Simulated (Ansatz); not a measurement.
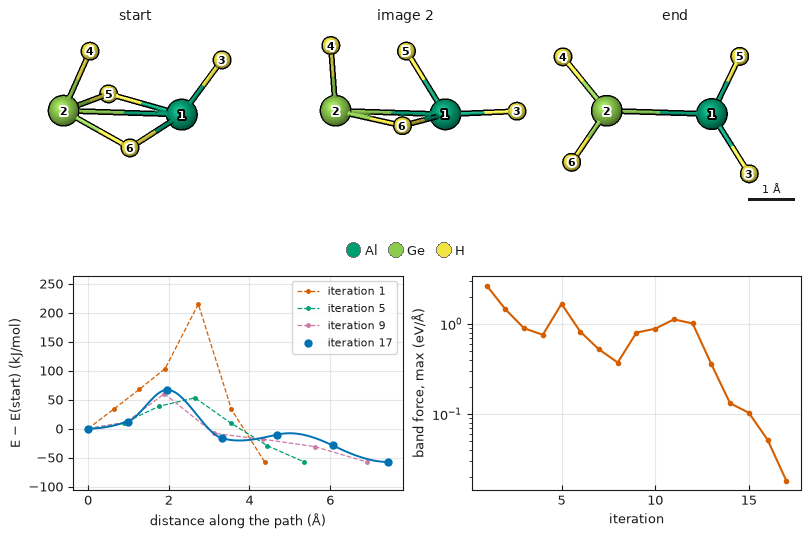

A search for the minimum-energy path of AlGeH4 (multiplicity 2) by the nudged elastic band. Images are numbered from 0 (start) to 6 (end). The plot follows the band through its iterations. The picture is a ball-and-stick view, seen at a tilt.

Level of theory: Ansatz 0.2.0, UKS B3LYP/def2-SVP. Settings: 5 movable images; climbing image; force threshold 0.03 eV/Å; iteration limit 60; starting path through a guess of the saddle point.

**Did the band converge, and can the barrier be trusted?**

The run is converged, with reservations. The band converged in 17 iterations. The largest component of the band force went from 2.7 to 0.018 eV/Å. The climbing image converged on the top of the path. Its vibrational analysis gives one imaginary mode (764i cm⁻¹), as a transition state must have. The first iteration put the highest image at 214.8 kJ/mol. The energy climbs by 67.0 kJ/mol to image 2 and then falls by 124.4 kJ/mol, so the end point sits at −57.3 kJ/mol. The profile has 2 maxima (images 2, 4) with a dip at image 3 (−16.6 kJ/mol), so the process runs in steps.

Cost: 83 s on 2 threads of Intel(R) Xeon(R) 6975P-C (Granite Rapids) (shared host), peak memory 0.2 GiB.
